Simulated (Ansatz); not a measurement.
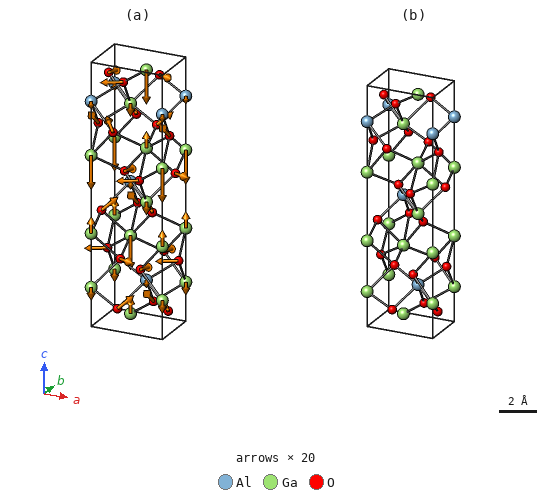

The structure of solid AlGa$_{3}$O$_{6}$ (a generated structure, set up in R3) (coarse preliminary run) before (left) and after (right) a relaxation, at one scale. The orange arrows give the displacements (the part carried along by the change of the cell is left out), 20 times their true length.

The picture is a ball-and-stick view of the conventional cell (3 times the calculation's cell), seen slightly off an axis. Lengths and directions refer to the drawn axes.

All numbers below come from Ansatz, DFT PBE, scalar-relativistic, plane waves, PAW. Settings: plane-wave cutoff 420 eV; k-point mesh 6 × 6 × 6; occupations gaussian; smearing width 0.1 eV; no spin polarisation; cell and atoms relaxed; force threshold 0.04 eV/Å; at most 70 steps.

What changed between the two?

A Ga atom moves most relative to the cell: 0.098 Å along −c. Largest moves by element: Ga 0.098 Å, O 0.065 Å, Al 0.024 Å. Cell: a = b 5.423 → 4.995 Å (−7.9 %), c 14.803 → 13.494 Å (−8.8 %). Volume −22.7 %. Near-neighbour distances that change, for instance: Al–O 2.248 → 1.987 Å, Al–O 2.112 → 1.897 Å, Ga–O 2.112 → 1.944 Å, Ga–O 2.248 → 2.098 Å. Bond angles that change, for instance: O–Ga–O 164.3° → 157.9°, O–Ga–O 79.7° → 74.7°, Ga–O–Ga 132.2° → 127.3°. The space group stays R3 (No. 146). The energy falls by 352 meV per atom in 6 accepted moves (8 points after the start). The largest force component goes from 0.61 to 0.02 eV/Å. The pressure goes from −29.76 to 0.03 GPa. The SCF was repeated twice at an unchanged geometry on a basis and grid sized afresh for the cell, which shifted the energy by 4.1 meV per atom at most. Cost: 50 s on 4 threads of Intel(R) Xeon(R) Processor @ 2.70GHz (shared host), peak memory 0.6 GiB.
